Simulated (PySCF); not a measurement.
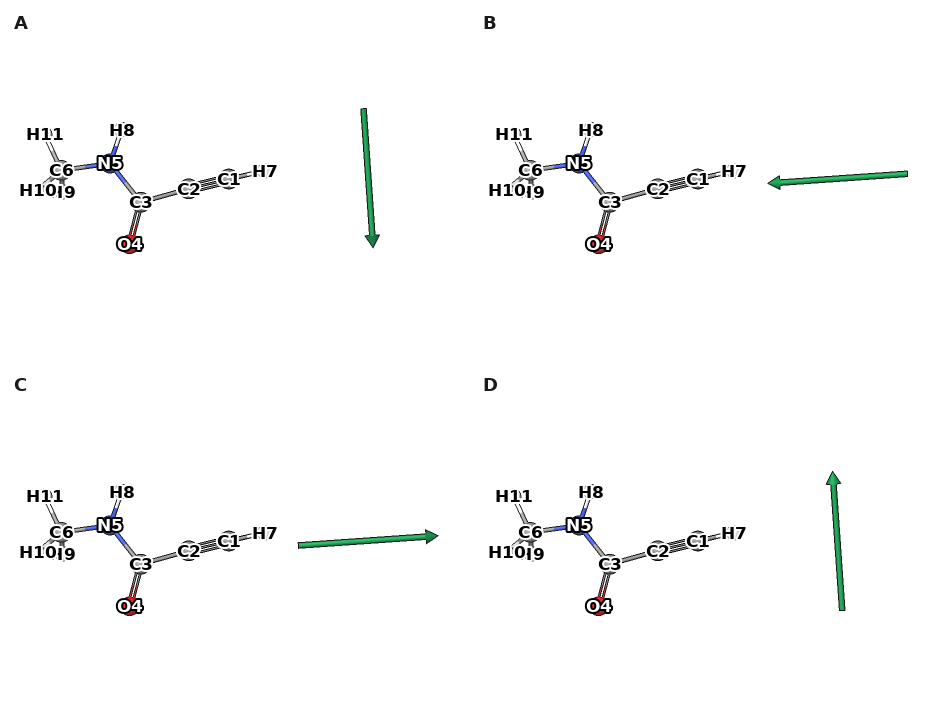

The same molecule four times, each with an arrow. The geometry was computed by an optimisation with PBE0-D3(BJ)/def2-SVP. No frequency run is at hand to confirm it as a minimum. Level of theory: B3LYP/pcJ-1, gas phase (PySCF 2.14.0).

**Which arrow points along the dipole moment, from the negative to the positive end?**

D. The dipole moment is 4.01 D; it points from the side of O4 to the side of H8, H11 (the outermost atoms at the two ends).
